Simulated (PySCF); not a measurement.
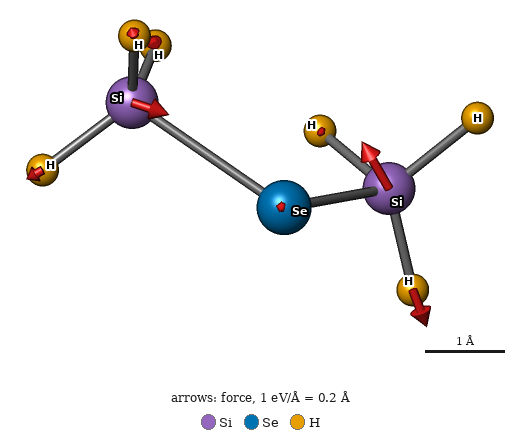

Starting geometry of Si$_{2}$H$_{6}$Se with the computed forces as red arrows. The picture is a ball-and-stick view, seen at a tilt.

The start comes from GFN2-xTB. Its atoms were then displaced at random by about 0.03 Å.

Theory: PBE0-D3(BJ)/def2-SVP geometry optimisation, gas phase (PySCF). 

Is this structure relaxed? If not, where do the atoms go?

Answer. It isn't relaxed: the largest force vector, on a Si atom, is 3.73 eV/Å. The final displacements have little in common with the starting forces (cosine between the two patterns 0.01). The atom that moves furthest after the best rigid fit is the Se atom (1.07 Å). By element the largest moves are Se 1.07 Å, H 0.97 Å, Si 0.21 Å. Some distances before and after: H–Si 1.374 → 1.490 Å, Se–Si 2.380 → 2.287 Å, H–Si 1.430 → 1.490 Å, H–Si 1.455 → 1.494 Å. Bond angles that change, for instance: Si–Se–Si 107.6° → 95.3°, Se–Si–H 101.6° → 111.0°, H–Si–H 118.7° → 110.2°. Groups turn about Se–Si by about 60°, Se–Si by about 45°. The energy falls by 0.550 eV in 33 geometry steps. Cost: 110 s on 1 thread of Arm Neoverse V1, on a shared host.
